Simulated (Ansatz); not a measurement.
# C2H3FOS: an energy map over bond length C2–C3 and dihedral O1–C2–C3–S5

How does the energy of C2H3FOS, SMILES O=CC(F)S change over two coordinates at once? A grid of runs gives the map.

Computed with Ansatz 0.2.0. Level: RKS PBE0-D4/def2-TZVP.

## Step 1: The system as given

SMILES `O=CC(F)S`, 8 atoms, charge 0, spin multiplicity 1.

Atoms are counted from 1 here; the program's logs count them from 0.

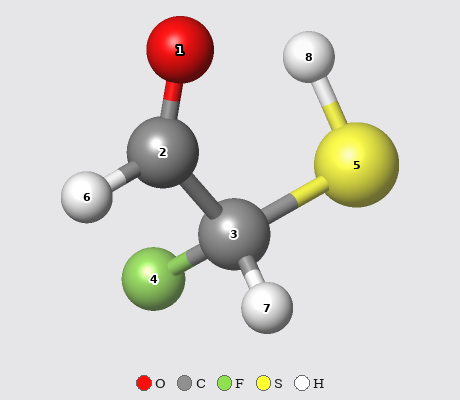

The starting geometry (oxygen red, carbon grey, fluorine green, sulfur yellow, hydrogen white); atoms are numbered from 1 in the order of the file.

Coordinates:

```mol
C2H3FOS
  3D, bonds by distance, orders not assigned

  8  7  0  0  0  0  0  0  0  0999 V2000
   -0.8502    1.5136   -0.3525 O   0  0
   -0.0977    0.9140    0.3804 C   0  0
    0.4481   -0.5055    0.1329 C   0  0
    0.0136   -1.2338    1.2447 F   0  0
   -0.0574   -1.1947   -1.4521 S   0  0
    0.2313    1.3300    1.3764 H   0  0
    1.5612   -0.4941    0.1602 H   0  0
   -1.1569   -0.3867   -1.5457 H   0  0
  1  2  8  0
  2  3  8  0
  2  6  8  0
  3  4  8  0
  3  5  8  0
  3  7  8  0
  5  8  8  0
M  END
```

This geometry comes from a loose relaxation at PBE in a small basis, which is not shown.

## Step 2: Relaxing the molecule

input.yaml reads:

```yaml
crystal:
  periodic: [false, false, false]
  atoms:
    - { symbol: O, position_ang: [-0.850193, 1.513594, -0.352522] }
    - { symbol: C, position_ang: [-0.09772, 0.914023, 0.380381] }
    - { symbol: C, position_ang: [0.448116, -0.505534, 0.132914] }
    - { symbol: F, position_ang: [0.013642, -1.233777, 1.244697] }
    - { symbol: S, position_ang: [-0.057404, -1.194692, -1.452147] }
    - { symbol: H, position_ang: [0.231321, 1.330046, 1.376398] }
    - { symbol: H, position_ang: [1.5612, -0.494054, 0.160155] }
    - { symbol: H, position_ang: [-1.156862, -0.386706, -1.545675] }
basis:
  gaussian: { orbitals: def2-TZVP }
hamiltonian:
  xc: pbe0
  dispersion: d4
output:
  forces: true
relax:
  f_tol: 0.003
  max_steps: 120
```

The run is started by

```
> ansatz run input.yaml --threads 1 --pin off --max-ram 2560MiB --backend cpu --events-out ev --progress --plain --runs-dir out
```

Standard output:

```text
Warning: RAYON_NUM_THREADS=1 ignored (pool sized by the plan → 1); use --threads N
The last accepted step is kept in <dir> (removed where the run ends without a failure and the disk answers)
Engine: ansatz 0.2.0, aarch64-unknown-linux-gnu
Functional definition: PBE0
  parameter a = 0.25
  parameter kappa = 0.804
  parameter beta = 0.06672455060314922
  exchange = (1 - a)*pbe_x(kappa = kappa, mu = beta*pi^2/3) + a*exact_x
  correlation = pbe_c(beta = beta)
1070 factors; their error is unknown
mean field evaluation 1: about -17710.1858 eV, gradient 4.3e1 eV
mean field evaluation 2: about -17705.3050 eV, gradient 6.8e1 eV
mean field evaluation 4: about -17713.4031 eV, gradient 3.8e0 eV
mean field evaluation 8: about -17713.4323 eV, gradient 9.8e-2 eV
mean field evaluation 16: about -17713.4647 eV, gradient 1.4e-4 eV
mean field -17713.46473830 eV, -650.9578225149 hartree, gradient 5.1e-5 eV, S^2 0.000000; 0 other end points of the search recorded, 0 dependent functions left out
the calculation of the forces begins
reference -17713.46476255 eV, -650.9578234061 hartree; 24, 24 occupied and 155, 155 virtual orbitals, 1070 factors
relax step   1: F+E_penalty+E_count = -17713.59952105 eV  Δ(F+E_penalty+E_count) = +0.000e0 eV  max|allowed force component| = 9.764e-1 eV/Å  Δτ_max = 0.0000 Å  (29 SCF iters, accepted)
these checks for a lower state are left out or cut short: starts, cluster_reference, orbital_swaps, neighbouring_geometries, increment
1070 factors; their error is unknown
mean field -17713.50591796 eV, -650.9593358396 hartree, gradient 1.2e-5 eV, S^2 0.000000; 0 other end points of the search recorded, 0 dependent functions left out
the calculation of the forces begins
reference -17713.50594218 eV, -650.9593367294 hartree; 24, 24 occupied and 155, 155 virtual orbitals, 1070 factors
relax step   2: F+E_penalty+E_count = -17713.64098460 eV  Δ(F+E_penalty+E_count) = -4.146e-2 eV  max|allowed force component| = 2.477e-1 eV/Å  Δτ_max = 0.0278 Å  (33 SCF iters, accepted)
these checks for a lower state are left out or cut short: starts, cluster_reference, orbital_swaps, neighbouring_geometries, increment
1070 factors; their error is unknown
mean field evaluation 32: about -17713.5004 eV, gradient 1.6e-5 eV
mean field -17713.50037990 eV, -650.9591323194 hartree, gradient 1.6e-5 eV, S^2 0.000000; 0 other end points of the search recorded, 0 dependent functions left out
the calculation of the forces begins
reference -17713.50040410 eV, -650.9591332088 hartree; 24, 24 occupied and 155, 155 virtual orbitals, 1070 factors
relax step   3: F+E_penalty+E_count = -17713.63568065 eV  Δ(F+E_penalty+E_count) = +5.304e-3 eV  max|allowed force component| = 4.732e-1 eV/Å  Δτ_max = 0.0649 Å  (35 SCF iters, rejected (line search))
these checks for a lower state are left out or cut short: starts, cluster_reference, orbital_swaps, neighbouring_geometries, increment
1070 factors; their error is unknown
mean field -17713.51213759 eV, -650.9595644068 hartree, gradient 1.1e-5 eV, S^2 0.000000; 0 other end points of the search recorded, 0 dependent functions left out
the calculation of the forces begins
reference -17713.51216178 eV, -650.9595652955 hartree; 24, 24 occupied and 155, 155 virtual orbitals, 1070 factors
relax step   4: F+E_penalty+E_count = -17713.64735235 eV  Δ(F+E_penalty+E_count) = -6.368e-3 eV  max|allowed force component| = 8.099e-2 eV/Å  Δτ_max = 0.0325 Å  (34 SCF iters, accepted)
these checks for a lower state are left out or cut short: starts, cluster_reference, orbital_swaps, neighbouring_geometries, increment
1070 factors; their error is unknown
mean field -17713.51236604 eV, -650.9595728020 hartree, gradient 1.1e-5 eV, S^2 0.000000; 0 other end points of the search recorded, 0 dependent functions left out
the calculation of the forces begins
reference -17713.51239018 eV, -650.9595736891 hartree; 24, 24 occupied and 155, 155 virtual orbitals, 1070 factors
relax step   5: F+E_penalty+E_count = -17713.64757216 eV  Δ(F+E_penalty+E_count) = -2.198e-4 eV  max|allowed force component| = 1.844e-1 eV/Å  Δτ_max = 0.0364 Å  (33 SCF iters, accepted)
these checks for a lower state are left out or cut short: starts, cluster_reference, orbital_swaps, neighbouring_geometries, increment
1070 factors; their error is unknown
mean field -17713.51425363 eV, -650.9596421698 hartree, gradient 1.1e-5 eV, S^2 0.000000; 0 other end points of the search recorded, 0 dependent functions left out
the calculation of the forces begins
reference -17713.51427777 eV, -650.9596430567 hartree; 24, 24 occupied and 155, 155 virtual orbitals, 1070 factors
relax step   6: F+E_penalty+E_count = -17713.64947123 eV  Δ(F+E_penalty+E_count) = -1.899e-3 eV  max|allowed force component| = 5.892e-2 eV/Å  Δτ_max = 0.0150 Å  (35 SCF iters, accepted)
these checks for a lower state are left out or cut short: starts, cluster_reference, orbital_swaps, neighbouring_geometries, increment
1070 factors; their error is unknown
mean field -17713.51486595 eV, -650.9596646721 hartree, gradient 1.1e-5 eV, S^2 0.000000; 0 other end points of the search recorded, 0 dependent functions left out
the calculation of the forces begins
reference -17713.51489007 eV, -650.9596655585 hartree; 24, 24 occupied and 155, 155 virtual orbitals, 1070 factors
relax step   7: F+E_penalty+E_count = -17713.65005415 eV  Δ(F+E_penalty+E_count) = -5.829e-4 eV  max|allowed force component| = 3.468e-2 eV/Å  Δτ_max = 0.0134 Å  (35 SCF iters, accepted)
these checks for a lower state are left out or cut short: starts, cluster_reference, orbital_swaps, neighbouring_geometries, increment
1070 factors; their error is unknown
mean field evaluation 64: about -17713.5159 eV, gradient 2.2e-4 eV
mean field -17713.51588874 eV, -650.9597022589 hartree, gradient 1.6e-5 eV, S^2 0.000000; 0 other end points of the search recorded, 0 dependent functions left out
the calculation of the forces begins
reference -17713.51591285 eV, -650.9597031451 hartree; 24, 24 occupied and 155, 155 virtual orbitals, 1070 factors
relax step   8: F+E_penalty+E_count = -17713.65097309 eV  Δ(F+E_penalty+E_count) = -9.189e-4 eV  max|allowed force component| = 7.126e-2 eV/Å  Δτ_max = 0.0429 Å  (33 SCF iters, accepted)
these checks for a lower state are left out or cut short: starts, cluster_reference, orbital_swaps, neighbouring_geometries, increment
1070 factors; their error is unknown
mean field -17713.51651745 eV, -650.9597253637 hartree, gradient 1.1e-5 eV, S^2 0.000000; 0 other end points of the search recorded, 0 dependent functions left out
the calculation of the forces begins
reference -17713.51654160 eV, -650.9597262510 hartree; 24, 24 occupied and 155, 155 virtual orbitals, 1070 factors
relax step   9: F+E_penalty+E_count = -17713.65156391 eV  Δ(F+E_penalty+E_count) = -5.908e-4 eV  max|allowed force component| = 1.194e-2 eV/Å  Δτ_max = 0.0265 Å  (33 SCF iters, accepted)
these checks for a lower state are left out or cut short: starts, cluster_reference, orbital_swaps, neighbouring_geometries, increment
1070 factors; their error is unknown
mean field -17713.51667688 eV, -650.9597312225 hartree, gradient 1.1e-5 eV, S^2 0.000000; 0 other end points of the search recorded, 0 dependent functions left out
the calculation of the forces begins
reference -17713.51670104 eV, -650.9597321105 hartree; 24, 24 occupied and 155, 155 virtual orbitals, 1070 factors
relax step  10: F+E_penalty+E_count = -17713.65165393 eV  Δ(F+E_penalty+E_count) = -9.002e-5 eV  max|allowed force component| = 1.499e-2 eV/Å  Δτ_max = 0.0177 Å  (34 SCF iters, accepted)
these checks for a lower state are left out or cut short: starts, cluster_reference, orbital_swaps, neighbouring_geometries, increment
1070 factors; their error is unknown
mean field -17713.51668267 eV, -650.9597314353 hartree, gradient 1.1e-5 eV, S^2 0.000000; 0 other end points of the search recorded, 0 dependent functions left out
the calculation of the forces begins
reference -17713.51670683 eV, -650.9597323232 hartree; 24, 24 occupied and 155, 155 virtual orbitals, 1070 factors
relax step  11: F+E_penalty+E_count = -17713.65167549 eV  Δ(F+E_penalty+E_count) = -2.156e-5 eV  max|allowed force component| = 1.219e-2 eV/Å  Δτ_max = 0.0081 Å  (35 SCF iters, accepted)
these checks for a lower state are left out or cut short: starts, cluster_reference, orbital_swaps, neighbouring_geometries, increment
1070 factors; their error is unknown
mean field -17713.51651906 eV, -650.9597254228 hartree, gradient 1.1e-5 eV, S^2 0.000000; 0 other end points of the search recorded, 0 dependent functions left out
the calculation of the forces begins
reference -17713.51654322 eV, -650.9597263107 hartree; 24, 24 occupied and 155, 155 virtual orbitals, 1070 factors
relax step  12: F+E_penalty+E_count = -17713.65149943 eV  Δ(F+E_penalty+E_count) = +1.761e-4 eV  max|allowed force component| = 5.892e-2 eV/Å  Δτ_max = 0.0125 Å  (34 SCF iters, rejected (line search))
these checks for a lower state are left out or cut short: starts, cluster_reference, orbital_swaps, neighbouring_geometries, increment
1070 factors; their error is unknown
mean field evaluation 96: about -17713.4812 eV, gradient 4.5e-1 eV
mean field -17713.51668966 eV, -650.9597316923 hartree, gradient 1.1e-5 eV, S^2 0.000000; 0 other end points of the search recorded, 0 dependent functions left out
the calculation of the forces begins
reference -17713.51671383 eV, -650.9597325802 hartree; 24, 24 occupied and 155, 155 virtual orbitals, 1070 factors
relax step  13: F+E_penalty+E_count = -17713.65167606 eV  Δ(F+E_penalty+E_count) = -5.641e-7 eV  max|allowed force component| = 7.623e-3 eV/Å  Δτ_max = 0.0036 Å  (36 SCF iters, accepted)
these checks for a lower state are left out or cut short: starts, cluster_reference, orbital_swaps, neighbouring_geometries, increment
1070 factors; their error is unknown
mean field -17713.51669883 eV, -650.9597320291 hartree, gradient 1.1e-5 eV, S^2 0.000000; 0 other end points of the search recorded, 0 dependent functions left out
the calculation of the forces begins
reference -17713.51672299 eV, -650.9597329171 hartree; 24, 24 occupied and 155, 155 virtual orbitals, 1070 factors
relax step  14: F+E_penalty+E_count = -17713.65168544 eV  Δ(F+E_penalty+E_count) = -9.380e-6 eV  max|allowed force component| = 2.305e-3 eV/Å  Δτ_max = 0.0027 Å  (35 SCF iters, accepted)
1070 factors; their error is unknown
mean field evaluation 128: about -17713.5167 eV, gradient 6.6e-3 eV
mean field -17713.51669883 eV, -650.9597320291 hartree, gradient 1.1e-5 eV, S^2 0.000000; 1 other end points of the search recorded, 0 dependent functions left out
the calculation of the forces begins
reference -17713.51672299 eV, -650.9597329171 hartree; 24, 24 occupied and 155, 155 virtual orbitals, 1070 factors
Total energy: -17713.65170960 eV, -650.9646935834 hartree
Atom 0 at    -0.684762     1.591654    -0.400281 Å, force     0.000432    -0.000049    -0.000222 eV/Å
Atom 1 at    -0.095120     0.916611     0.387467 Å, force     0.000567    -0.000339     0.002305 eV/Å
Atom 2 at     0.443597    -0.484944     0.122918 Å, force    -0.001563     0.000699     0.000480 eV/Å
Atom 3 at     0.078453    -1.228836     1.233847 Å, force     0.000743    -0.000342    -0.001084 eV/Å
Atom 4 at    -0.089048    -1.202176    -1.415438 Å, force    -0.000669    -0.000389    -0.000551 eV/Å
Atom 5 at     0.097676     1.250759     1.426469 Å, force    -0.000115     0.000118    -0.001933 eV/Å
Atom 6 at     1.539017    -0.450821     0.112583 Å, force     0.000015     0.000514     0.000708 eV/Å
Atom 7 at    -1.197712    -0.449346    -1.523366 Å, force     0.000591    -0.000212     0.000296 eV/Å
Dipole moment:     0.233463     0.077281     0.144093 e Å
```

Wall time 2.1 min (1 thread of Arm Neoverse V1, shared host); peak memory 0.37 GiB.

Step by step: (the energy doesn't fall at every step)

```
step  energy from step 1 (eV)  largest force component (eV/Å)
   1                   0.0000                          0.9764
   2                  -0.0415                          0.2477
   3                  -0.0362                          0.4732
   4                  -0.0478                          0.0810
   5                  -0.0481                          0.1844
   6                  -0.0500                          0.0589
   7                  -0.0505                          0.0347
   8                  -0.0515                          0.0713
   9                  -0.0520                          0.0119
  10                  -0.0521                          0.0150
  11                  -0.0522                          0.0122
  12                  -0.0520                          0.0589
  13                  -0.0522                          0.0076
  14                  -0.0522                          0.0023
```

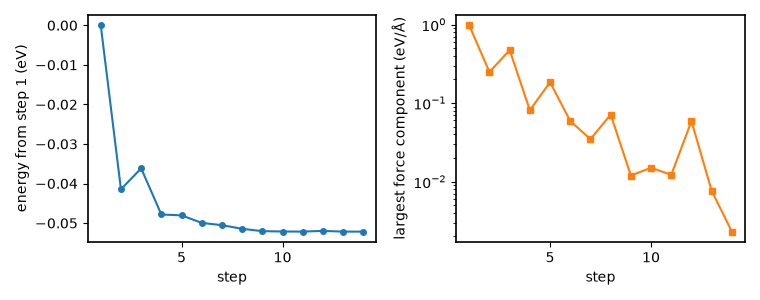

Energy and force, step by step.

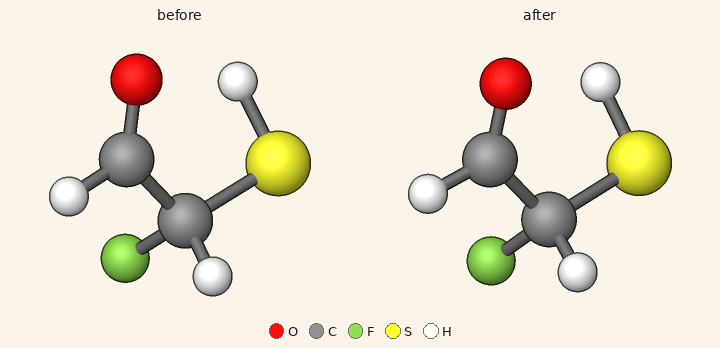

The geometry before (left) and after (right).

Distances of close pairs at the start and the end, largest changes first:

```
 bond  before (Å)  after (Å)  change (Å)
S5–H8       1.368      1.344      -0.023
C3–S5       1.801      1.779      -0.022
C2–H6       1.128      1.108      -0.020
C3–H7       1.113      1.096      -0.017
C2–C3       1.541      1.525      -0.016
O1–C2       1.209      1.193      -0.016
C3–F4       1.398      1.386      -0.012
```

## Step 3: Setting up the map

- bond length C2–C3: 9 values from 1.342 to 1.906 Å
- dihedral O1–C2–C3–S5: 9 values from −180 to 140 °, periodic

Nothing else is relaxed (all other coordinates rigid). Energies count from the relaxed molecule at the same level.

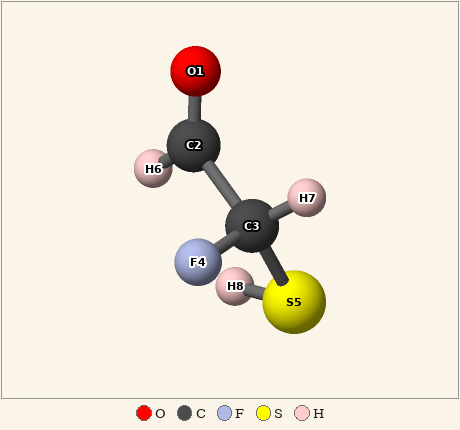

The geometry at bond length C2–C3 = 1.694 Å, dihedral O1–C2–C3–S5 = −140°.

Below, 3 of the grid's runs; all are launched alike.

## Step 4: The run at bond length C2–C3 = 1.553 Å, dihedral O1–C2–C3–S5 = −20°

input.yaml reads:

```yaml
crystal:
  periodic: [false, false, false]
  atoms:
    - { symbol: O, position_ang: [-0.684762, 1.591654, -0.400281] }
    - { symbol: C, position_ang: [-0.09512, 0.916611, 0.387467] }
    - { symbol: C, position_ang: [0.453614, -0.511005, 0.117999] }
    - { symbol: F, position_ang: [0.310656, -1.186619, 1.319655] }
    - { symbol: S, position_ang: [-0.304727, -1.345663, -1.257841] }
    - { symbol: H, position_ang: [0.097676, 1.250759, 1.426469] }
    - { symbol: H, position_ang: [1.529314, -0.448573, -0.082468] }
    - { symbol: H, position_ang: [-1.443335, -0.631702, -1.220819] }
basis:
  gaussian: { orbitals: def2-TZVP }
hamiltonian:
  xc: pbe0
  dispersion: d4
output:
  forces: true
```

The run is started by

```
> ansatz run input.yaml --threads 1 --pin off --max-ram 2560MiB --backend cpu --events-out ev --progress --plain --runs-dir out
```

Standard output, shortened:

```text
Warning: RAYON_NUM_THREADS=1 ignored (pool sized by the plan → 1); use --threads N
[...]
[... 1 set-up line as earlier in the session ...]
[...]
1070 factors; their error is unknown
[...]
mean field -17713.50252340 eV, -650.9592110918 hartree, gradient 5.2e-5 eV, S^2 0.000000; 0 other end points of the search recorded, 0 dependent functions left out
[...]
reference -17713.50254754 eV, -650.9592119789 hartree; 24, 24 occupied and 155, 155 virtual orbitals, 1070 factors
Total energy: -17713.63687981 eV, -650.9641485988 hartree
Atom 0 at    -0.684762     1.591654    -0.400281 Å, force     0.068972    -0.130094     0.044403 eV/Å
Atom 1 at    -0.095120     0.916611     0.387467 Å, force     0.101617    -0.444824    -0.192215 eV/Å
Atom 2 at     0.453614    -0.511005     0.117999 Å, force    -0.173868     0.535540     0.253974 eV/Å
Atom 3 at     0.310656    -1.186619     1.319655 Å, force    -0.011405     0.021106    -0.080468 eV/Å
Atom 4 at    -0.304727    -1.345663    -1.257841 Å, force    -0.036475     0.071485     0.006480 eV/Å
Atom 5 at     0.097676     1.250759     1.426469 Å, force     0.064906    -0.041686    -0.005082 eV/Å
Atom 6 at     1.529314    -0.448573    -0.082468 Å, force    -0.012558     0.023647     0.000819 eV/Å
Atom 7 at    -1.443335    -0.631702    -1.220819 Å, force    -0.001188    -0.035173    -0.027910 eV/Å
Dipole moment:     0.196307     0.061004     0.117853 e Å
```

It took 8 s on 1 thread of Arm Neoverse V1, shared host; peak memory 0.35 GiB.

That is 1.4 kJ/mol from the zero.

## Step 5: Grid point bond length C2–C3 = 1.694 Å, dihedral O1–C2–C3–S5 = −140°

input.yaml reads:

```yaml
crystal:
  periodic: [false, false, false]
  atoms:
    - { symbol: O, position_ang: [-0.684762, 1.591654, -0.400281] }
    - { symbol: C, position_ang: [-0.09512, 0.916611, 0.387467] }
    - { symbol: C, position_ang: [0.503435, -0.640621, 0.093534] }
    - { symbol: F, position_ang: [1.82497, -0.455819, -0.280978] }
    - { symbol: S, position_ang: [0.303885, -1.775943, 1.448485] }
    - { symbol: H, position_ang: [0.097676, 1.250759, 1.426469] }
    - { symbol: H, position_ang: [-0.013924, -1.064462, -0.774749] }
    - { symbol: H, position_ang: [0.23089, -0.824092, 2.395158] }
basis:
  gaussian: { orbitals: def2-TZVP }
hamiltonian:
  xc: pbe0
  dispersion: d4
output:
  forces: true
```

The run is started by

```
> ansatz run input.yaml --threads 1 --pin off --max-ram 2560MiB --backend cpu --events-out ev --progress --plain --runs-dir out
```

Standard output, shortened:

```text
Warning: RAYON_NUM_THREADS=1 ignored (pool sized by the plan → 1); use --threads N
[...]
[... 1 set-up line as earlier in the session ...]
[...]
1070 factors; their error is unknown
[...]
mean field -17713.15639794 eV, -650.9464912156 hartree, gradient 2.8e-5 eV, S^2 0.000000; 0 other end points of the search recorded, 0 dependent functions left out
[...]
reference -17713.15642239 eV, -650.9464921141 hartree; 24, 24 occupied and 155, 155 virtual orbitals, 1070 factors
Total energy: -17713.28527674 eV, -650.9512274244 hartree
Atom 0 at    -0.684762     1.591654    -0.400281 Å, force     0.545190    -0.803638     0.345075 eV/Å
Atom 1 at    -0.095120     0.916611     0.387467 Å, force     0.148576    -1.770736    -0.411330 eV/Å
Atom 2 at     0.503435    -0.640621     0.093534 Å, force    -0.642529     2.001728    -0.564101 eV/Å
Atom 3 at     1.824970    -0.455819    -0.280978 Å, force    -0.220627     0.008258     0.332710 eV/Å
Atom 4 at     0.303885    -1.775943     1.448485 Å, force    -0.141119     0.420907     0.020129 eV/Å
Atom 5 at     0.097676     1.250759     1.426469 Å, force     0.168567     0.002287     0.042600 eV/Å
Atom 6 at    -0.013924    -1.064462    -0.774749 Å, force     0.015921     0.185831     0.097042 eV/Å
Atom 7 at     0.230890    -0.824092     2.395158 Å, force     0.126022    -0.044637     0.137875 eV/Å
Dipole moment:    -0.088502    -0.102173     0.365005 e Å
```

It took 7.8 s on 1 thread of Arm Neoverse V1, shared host; peak memory 0.35 GiB.

That is 35 kJ/mol from the zero.

(Part 1 of 2 ends here.)
